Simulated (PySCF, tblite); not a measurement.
**C5H8Cl4Si: geometry, infrared bands and NMR shifts**

Aim: predict the infrared bands and NMR shifts of C5H8Cl4Si (`C=CC[C@H](CCl)[Si](Cl)(Cl)Cl`).

The runs use tblite 0.8.0 and PySCF 2.14.0, with density-fitted response routines of our own; the level of theory stands in each step. All values are computed, except where a source is named. Atoms count from 0, in the outputs and in this text.

### 1 The starting structure

18 atoms, charge 0, multiplicity 1; geometry from: force field or distance geometry start.

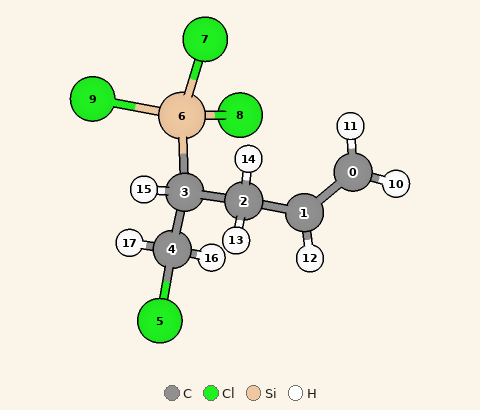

As it starts; carbon grey, chlorine green, silicon light orange, hydrogen white, atoms numbered; sticks join atoms by distance.

### 2 Relaxing the molecule with GFN2-xTB

What the job is given:

```
{"job": {"kind": "relax", "xc": "GFN2-xTB", "basis": "xTB"}, "charge": 0, "multiplicity": 1}
C      2.440100     0.959700     0.081700
C      1.674500    -0.136100     0.173100
C      0.524900    -0.284300     1.127700
C     -0.876800    -0.369800     0.441200
C     -0.995300    -1.539500    -0.548900
Cl    -0.713100    -3.122300     0.209000
Si    -1.498600     1.242500    -0.293500
Cl    -1.218400     2.844500     0.948800
Cl    -0.623000     1.687000    -2.076500
Cl    -3.513100     1.138800    -0.645800
H      3.271600     0.996700    -0.604000
H      2.236200     1.848100     0.678800
H      1.939100    -1.005700    -0.412000
H      0.696400    -1.180000     1.726300
H      0.517700     0.553200     1.850900
H     -1.585600    -0.587300     1.277400
H     -0.285600    -1.440500    -1.383300
H     -1.999900    -1.598600    -0.989400
```

The run is started by

```console
> OMP_NUM_THREADS=1 python probes_run.py task.json out
```

This one command runs all jobs of the session in turn.

What it wrote:

```text
step      E/eV     max force
  0    -947.07714    1.434
  1    -947.13288    0.973
  2    -947.15074    0.364
  3    -947.15800    0.243
  4    -947.16821    0.173
  5    -947.17265    0.167
  6    -947.17795    0.165
  7    -947.18061    0.122
  8    -947.18268    0.111
  9    -947.18421    0.090
 10    -947.18573    0.113
 11    -947.18721    0.119
 12    -947.18871    0.099
 13    -947.19002    0.088
 14    -947.19102    0.069
 15    -947.19179    0.070
 16    -947.19248    0.074
 17    -947.19316    0.072
 18    -947.19376    0.063
 19    -947.19431    0.074
 20    -947.19496    0.078
 21    -947.19586    0.100
 22    -947.19707    0.096
 23    -947.19834    0.074
 24    -947.19935    0.067
 25    -947.20008    0.066
 26    -947.20065    0.065
 27    -947.20109    0.045
 28    -947.20140    0.035
 29    -947.20161    0.037
 30    -947.20180    0.034
 31    -947.20204    0.043
 32    -947.20236    0.050
 33    -947.20270    0.048
 34    -947.20302    0.038
 35    -947.20327    0.035
 36    -947.20352    0.054
 37    -947.20382    0.060
 38    -947.20420    0.051
 39    -947.20461    0.051
 40    -947.20498    0.037
 41    -947.20528    0.042
 42    -947.20553    0.033
 43    -947.20578    0.040
 44    -947.20600    0.035
 45    -947.20617    0.031
 46    -947.20631    0.029
 47    -947.20644    0.025
 48    -947.20659    0.030
 49    -947.20677    0.032
 50    -947.20694    0.033
 51    -947.20710    0.030
 52    -947.20724    0.026
 53    -947.20735    0.024
 54    -947.20744    0.022
 55    -947.20752    0.023
 56    -947.20762    0.024
 57    -947.20775    0.027
 58    -947.20790    0.036
 59    -947.20802    0.029
 60    -947.20810    0.021
 61    -947.20818    0.024
 62    -947.20828    0.030
 63    -947.20843    0.045
 64    -947.20861    0.040
 65    -947.20876    0.033
 66    -947.20887    0.032
 67    -947.20899    0.033
 68    -947.20913    0.040
 69    -947.20925    0.029
 70    -947.20936    0.024
 71    -947.20947    0.025
 72    -947.20963    0.041
 73    -947.20982    0.046
 74    -947.20998    0.030
 75    -947.21009    0.022
 76    -947.21018    0.023
 77    -947.21029    0.035
 78    -947.21042    0.037
 79    -947.21055    0.027
 80    -947.21065    0.023
 81    -947.21074    0.021
 82    -947.21084    0.027
 83    -947.21092    0.022
 84    -947.21098    0.023
 85    -947.21103    0.022
 86    -947.21110    0.023
 87    -947.21117    0.024
 88    -947.21124    0.017
 89    -947.21128    0.016
 90    -947.21131    0.016
 91    -947.21135    0.015
 92    -947.21141    0.019
 93    -947.21147    0.022
 94    -947.21153    0.017
 95    -947.21157    0.013
 96    -947.21160    0.012
 97    -947.21163    0.015
 98    -947.21168    0.019
 99    -947.21172    0.019
100    -947.21178    0.017
101    -947.21186    0.022
102    -947.21197    0.024
103    -947.21211    0.025
104    -947.21227    0.027
105    -947.21240    0.029
106    -947.21250    0.028
107    -947.21259    0.029
108    -947.21267    0.019
109    -947.21274    0.013
110    -947.21279    0.012
111    -947.21281    0.013
112    -947.21283    0.011
113    -947.21286    0.009
```

Wall time 2.8 s (1 thread of Arm Neoverse N1, shared host); peak memory 0.18 GiB.

Along the way: (not every step is listed)

| step | energy from step 0 (eV) | largest force (eV/Å) |
| --- | --- | --- |
| 0 | 0.0000 | 1.4344 |
| 1 | -0.0557 | 0.9731 |
| 2 | -0.0736 | 0.3639 |
| 3 | -0.0809 | 0.2432 |
| 4 | -0.0911 | 0.1734 |
| 5 | -0.0955 | 0.1668 |
| 6 | -0.1008 | 0.1651 |
| 7 | -0.1035 | 0.1218 |
| 8 | -0.1055 | 0.1113 |
| 18 | -0.1166 | 0.0630 |
| 28 | -0.1243 | 0.0348 |
| 38 | -0.1271 | 0.0506 |
| 48 | -0.1295 | 0.0300 |
| 58 | -0.1308 | 0.0361 |
| 68 | -0.1320 | 0.0403 |
| 78 | -0.1333 | 0.0366 |
| 88 | -0.1341 | 0.0171 |
| 98 | -0.1345 | 0.0192 |
| 108 | -0.1355 | 0.0193 |
| 109 | -0.1356 | 0.0132 |
| 110 | -0.1357 | 0.0118 |
| 111 | -0.1357 | 0.0127 |
| 112 | -0.1357 | 0.0108 |
| 113 | -0.1357 | 0.0092 |

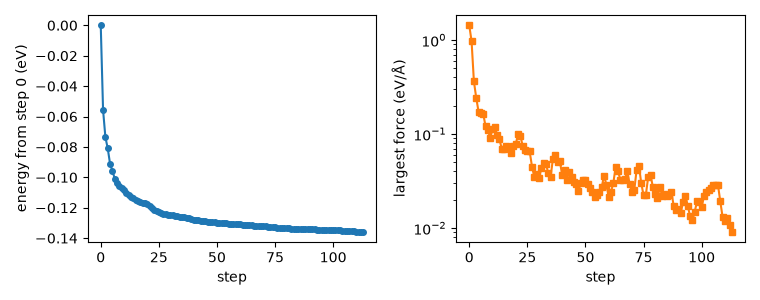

Energy and force, step by step.

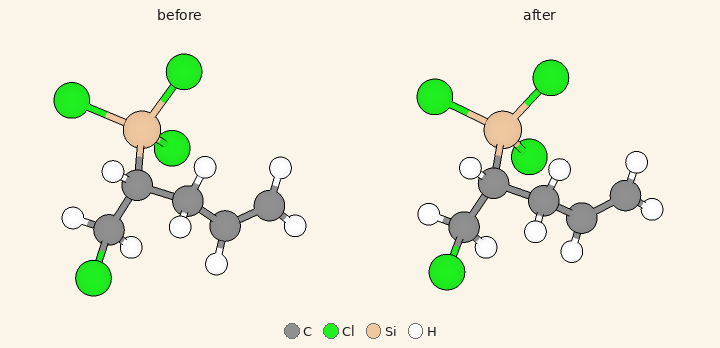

The geometry before (left) and after (right).

Distances of close pairs at the start and the end, largest changes first:

| bond | before (Å) | after (Å) | change (Å) |
| --- | --- | --- | --- |
| C3–Si6 | 1.878 | 1.925 | +0.047 |
| Si6–Cl7 | 2.047 | 2.015 | -0.032 |
| Si6–Cl9 | 2.048 | 2.026 | -0.022 |
| C3–H15 | 1.118 | 1.096 | -0.021 |
| C2–C3 | 1.563 | 1.542 | -0.021 |
| C0–C1 | 1.340 | 1.320 | -0.020 |
| Si6–Cl8 | 2.036 | 2.019 | -0.017 |
| C2–H14 | 1.107 | 1.091 | -0.016 |

The final coordinates are the input of the step that follows.

### 3 Vibrational analysis with GFN2-xTB

What the job is given:

```
{"job": {"kind": "ir", "xc": "GFN2-xTB", "basis": "xTB"}, "charge": 0, "multiplicity": 1}
C      2.327526     1.094674     0.170230
C      1.598496    -0.003619     0.109672
C      0.527736    -0.353982     1.093484
C     -0.882076    -0.409834     0.471661
C     -1.038927    -1.587432    -0.482993
Cl    -0.832725    -3.141860     0.379028
Si    -1.376019     1.242739    -0.383282
Cl    -0.882522     2.795373     0.802182
Cl    -0.476274     1.437380    -2.179980
Cl    -3.382280     1.235207    -0.662688
H      3.096304     1.309082    -0.551991
H      2.188080     1.824772     0.950417
H      1.769262    -0.722043    -0.680321
H      0.745433    -1.334492     1.524689
H      0.525557     0.379940     1.900595
H     -1.583345    -0.576156     1.297736
H     -0.295745    -1.568797    -1.277792
H     -2.037239    -1.614634    -0.918964
```

What it wrote:

```text
mode    cm-1     km/mol
  1      29.1      0.06
  2      43.9      0.95
  3      70.5      1.16
  4      73.0      0.47
  5      82.7      2.14
  6     110.6      1.13
  7     129.2      6.51
  8     148.8      8.68
  9     157.8     11.52
 10     204.8      1.56
 11     217.1      7.33
 12     262.2      7.36
 13     313.5      4.38
 14     404.7      4.74
 15     440.6     19.20
 16     473.3      4.61
 17     514.6     91.03
 18     528.4     75.47
 19     666.6      8.89
 20     687.6     74.14
 21     735.8      9.06
 22     883.7      9.60
 23     889.3     15.30
 24     904.9     11.49
 25     952.2     12.20
 26     992.0     10.51
 27    1024.7     23.37
 28    1097.0      9.80
 29    1107.9      2.60
 30    1167.9      2.08
 31    1182.1     11.66
 32    1226.1      9.05
 33    1261.1     11.22
 34    1281.0     12.57
 35    1294.1      3.72
 36    1332.5      3.32
 37    1415.3      0.65
 38    1439.5      3.89
 39    1471.4     20.61
 40    1717.9      6.46
 41    2920.3     17.65
 42    2966.9     26.79
 43    2984.2      9.15
 44    2996.0     18.15
 45    3001.9      4.88
 46    3065.4     25.80
 47    3102.5     16.62
 48    3131.0     33.70
```

Run time: 2.4 s. Hardware: 1 thread of Arm Neoverse N1, shared host; peak memory 0.18 GiB.

The strongest bands and the atoms that carry them (share of the mass-weighted mode):

| cm⁻¹ | km/mol | atoms |
| --- | --- | --- |
| 515 | 91.0 | Si6 61 %, Cl9 20 % |
| 528 | 75.5 | Si6 66 %, Cl7 23 % |
| 688 | 74.1 | C3 27 %, C4 24 %, Si6 22 % |
| 1025 | 23.4 | H12 49 %, H11 40 % |
| 1471 | 20.6 | H14 45 %, H13 43 % |
| 2967 | 26.8 | H13 91 % |
| 3065 | 25.8 | H12 90 % |
| 3131 | 33.7 | H10 64 %, H11 24 % |

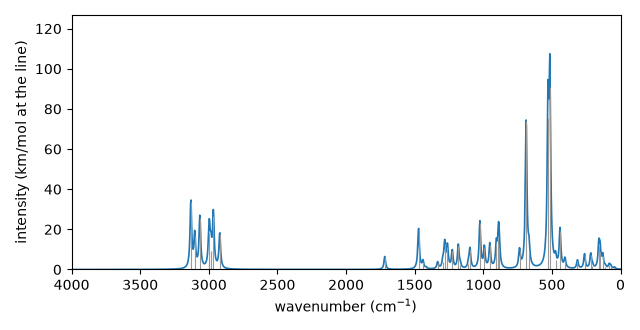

The infrared spectrum from these modes, unscaled. Lines are broadened to a width of 14 cm⁻¹ (Lorentzian).

### 4 Shielding tensors: PBE0/pcSseg-1

Same as in step 3 but for these lines:

```diff
@@ -1,2 +1,2 @@
-{"job": {"kind": "ir", "xc": "GFN2-xTB", "basis": "xTB"}, "charge": 0, "multiplicity": 1}
+{"job": {"kind": "nmr", "xc": "PBE0", "basis": "pcSseg-1"}, "charge": 0, "multiplicity": 1}
 C      2.327526     1.094674     0.170230
```

With the program's defaults for keys left out, this is: GIAO PBE0/pcSseg-1 NMR shielding, non-relativistic, gas phase.

What it wrote:

```text
coarse grid: 18512 points
cycle   1  E = -2324.5766831766  dE =  1.229e+00  |g| = 5.195e-01  |ddm| = 4.027e+00
cycle   2  E = -2324.5519004514  dE =  2.478e-02  |g| = 6.273e-01  |ddm| = 1.316e+00
cycle   3  E = -2324.6501028889  dE = -9.820e-02  |g| = 7.768e-02  |ddm| = 7.837e-01
cycle   4  E = -2324.6513168901  dE = -1.214e-03  |g| = 3.793e-02  |ddm| = 1.165e-01
cycle   5  E = -2324.6516605273  dE = -3.436e-04  |g| = 1.154e-02  |ddm| = 4.563e-02
cycle   6  E = -2324.6516919764  dE = -3.145e-05  |g| = 3.363e-03  |ddm| = 1.325e-02
cycle   7  E = -2324.6516945944  dE = -2.618e-06  |g| = 1.112e-03  |ddm| = 3.450e-03
final grid: 157928 points
cycle   8  E = -2324.7073351834  dE = -6.429e-05  |g| = 9.171e-03  |ddm| = 3.669e-02
cycle   9  E = -2324.7073299936  dE =  5.190e-06  |g| = 9.592e-03  |ddm| = 1.636e-02
cycle  10  E = -2324.7073530254  dE = -2.303e-05  |g| = 1.639e-03  |ddm| = 9.821e-03
cycle  11  E = -2324.7073535760  dE = -5.505e-07  |g| = 4.417e-04  |ddm| = 2.114e-03
cycle  12  E = -2324.7073536238  dE = -4.782e-08  |g| = 1.059e-04  |ddm| = 4.846e-04
cycle  13  E = -2324.7073536262  dE = -2.376e-09  |g| = 4.510e-05  |ddm| = 1.195e-04
cycle  14  E = -2324.7073536267  dE = -4.948e-10  |g| = 8.877e-06  |ddm| = 4.289e-05
converged SCF energy = -2324.7073536267

GIAO shielding tensors (ppm)
atom      isotropic    diamagn.    paramagn.     s11        s22        s33       span
  0 C       58.599     253.387    -194.787    -54.697     71.462    159.033    213.730
  1 C       45.200     258.529    -213.328    -81.535     46.476    170.660    252.195
  2 C      153.065     246.896     -93.831    141.380    149.497    168.317     26.937
  3 C      139.892     254.763    -114.871    127.414    131.482    160.781     33.366
  4 C      138.377     246.747    -108.370    102.273    136.745    176.113     73.841
  5 Cl     859.393    1146.109    -286.716    660.948    835.638   1081.592    420.644
  6 Si     322.887     874.846    -551.959    315.652    323.660    329.351     13.699
  7 Cl     824.408    1148.459    -324.051    712.593    805.837    954.795    242.203
  8 Cl     803.387    1148.721    -345.334    697.585    800.547    912.030    214.445
  9 Cl     818.909    1146.717    -327.808    702.939    786.511    967.278    264.338
 10 H       26.183      29.502      -3.319     22.509     25.476     30.564      8.055
 11 H       26.009      31.448      -5.439     21.137     25.790     31.101      9.964
 12 H       25.559      32.717      -7.159     21.578     25.302     29.797      8.218
 13 H       28.507      30.194      -1.686     22.883     29.215     33.423     10.540
 14 H       29.455      32.670      -3.215     26.297     28.329     33.740      7.443
 15 H       30.059      32.165      -2.105     27.143     29.586     33.449      6.307
 16 H       27.991      30.427      -2.436     21.994     28.987     32.993     10.999
 17 H       27.892      29.120      -1.227     20.036     29.917     33.724     13.688
```

Wall time 2 min (1 thread of Arm Neoverse N1, shared host); peak memory 1.2 GiB.

The references, computed at this level on geometries of the same kind, shield at (ppm): ¹H TMS 31.72, ¹³C TMS 186.9, ²⁹Si TMS 349.2, ³⁵Cl HCl 950. Their shielding less the atom's gives the shift. The references are single molecules in the gas phase. Atoms listed in one row are averaged.

| atoms | environment | σ (ppm) | δ (ppm) | δ scaled to CDCl3 |
| --- | --- | --- | --- | --- |
| C1 | alkene CH | 45.2 | 141.7 | 136.4 |
| C0 | terminal =CH2 carbon | 58.6 | 128.3 | 123.3 |
| C4 | sp3 CH2 bonded to Cl | 138.4 | 48.5 | 45.5 |
| C3 | sp3 CH bonded to Si | 139.9 | 47.0 | 44.0 |
| C2 | allylic sp3 CH2 | 153.1 | 33.9 | 31.1 |
| H12 | hydrogen on an alkene CH | 25.56 | 6.16 | 5.91 |
| H11 | hydrogen on a terminal =CH2 carbon | 26.01 | 5.71 | 5.49 |
| H10 | hydrogen on a terminal =CH2 carbon | 26.18 | 5.53 | 5.32 |
| H17 | hydrogen on an sp3 CH2 bonded to Cl | 27.89 | 3.82 | 3.71 |
| H16 | hydrogen on an sp3 CH2 bonded to Cl | 27.99 | 3.73 | 3.62 |
| H13 | hydrogen on an allylic sp3 CH2 | 28.51 | 3.21 | 3.13 |
| H14 | hydrogen on an allylic sp3 CH2 | 29.46 | 2.26 | 2.24 |
| H15 | hydrogen on an sp3 CH bonded to Si | 30.06 | 1.66 | 1.67 |
| Cl7, Cl8, Cl9 | chlorine bonded to Si | 816 | 134 | – |
| Cl5 | chlorine bonded to C | 859 | 90 | – |
| Si6 | silicon bonded to C, 3 Cl | 322.9 | 26.3 | – |

The scaled column applies a straight-line fit of computed shieldings to shifts measured in CDCl3, with any fitted terms for Cl, Br or S neighbours (root-mean-square error 0.16 ppm for H, 1.9 ppm for C).

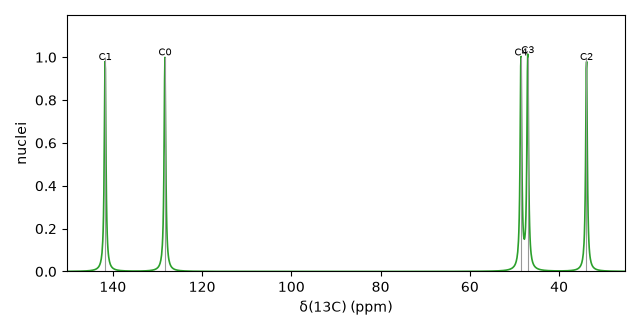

¹³C lines at the computed shifts, without couplings. Lines are broadened to a width of 0.43 ppm (Lorentzian).

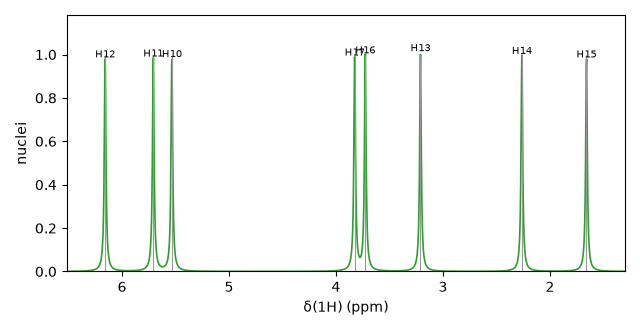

¹H lines at the computed shifts, without couplings. Lines are broadened to a width of 0.02 ppm (Lorentzian).

Charges from the same density, by scheme (e):

| atoms | Mulliken | IAO | Hirshfeld | ESP fit |
| --- | --- | --- | --- | --- |
| C0 | -0.11 | -0.31 | -0.10 | -0.50 |
| C1 | -0.29 | -0.14 | -0.05 | -0.02 |
| C2 | -0.12 | -0.26 | -0.08 | -0.26 |
| C3 | -0.57 | -0.39 | -0.11 | -0.01 |
| C4 | -0.17 | -0.24 | -0.04 | -0.47 |
| Cl5 | -0.14 | -0.11 | -0.05 | -0.11 |
| Si6 | 1.00 | 1.04 | 0.37 | 0.08 |
| Cl7, Cl8, Cl9 | -0.26 | -0.28 | -0.09 | -0.05 |

Mulliken charges:

C0 -0.11; C1 -0.29; C2 -0.12; C3 -0.57; C4 -0.17; Cl5 -0.14; Si6 1.00; Cl7 -0.26; Cl8 -0.25; Cl9 -0.26; H10 0.12; H11 0.12; H12 0.11; H13 0.16; H14 0.13; H15 0.18; H16 0.17; H17 0.18

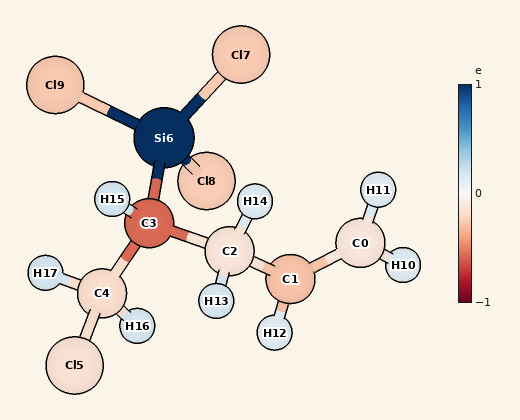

Mulliken charges, as colours on the atoms.

Mayer bond orders: C0–C1 1.98, C1–C2 1.02, C2–C3 1.02, C3–C4 1.00, C4–Cl5 0.98, C3–Si6 0.86, Si6–Cl7 1.06, Si6–Cl8 1.06, Si6–Cl9 1.05.

### 5 Outcome

| quantity | value |
| --- | --- |
| strongest single infrared mode (GFN2-xTB) | 515 cm⁻¹, 91 km/mol |
| zero-point energy (GFN2-xTB) | 75.9 kcal/mol |
| ¹³C shifts against TMS (PBE0/pcSseg-1) | 141.7, 128.3, 48.5, 47.0, 33.9 ppm |
| ¹H shifts against TMS (PBE0/pcSseg-1) | 6.16, 5.71, 5.53, 3.82, 3.73, 3.21, 2.26, 1.66 ppm |
| ³⁵Cl shifts against HCl (PBE0/pcSseg-1, means over atoms taken as alike) | 134, 90 ppm |
| ²⁹Si shifts against TMS (PBE0/pcSseg-1) | 26.3 ppm |

In words: Over 113 steps the energy fell by 0.136 eV; of the close pairs, C3–Si6 changed most, 1.878 to 1.925 Å. All 48 modes are real, so the xTB geometry is a minimum. The strongest single mode, at 515 cm⁻¹, moves mainly Si6. Unscaled tight-binding wavenumbers are off by several per cent, some by more. Its intensities can rank the bands wrongly. C1 (alkene CH) lies farthest downfield among carbon, at 141.7 ppm; as expected for a trigonal carbon in a double bond. The most deshielded hydrogen is H12 (hydrogen on an alkene CH), at 6.16 ppm: a vinylic proton, deshielded by the sp2 carbon and the C=C anisotropy. At PBE0/pcSseg-1: Shielding is most anisotropic at Cl5 (span 421 ppm, paramagnetic term -287 ppm).
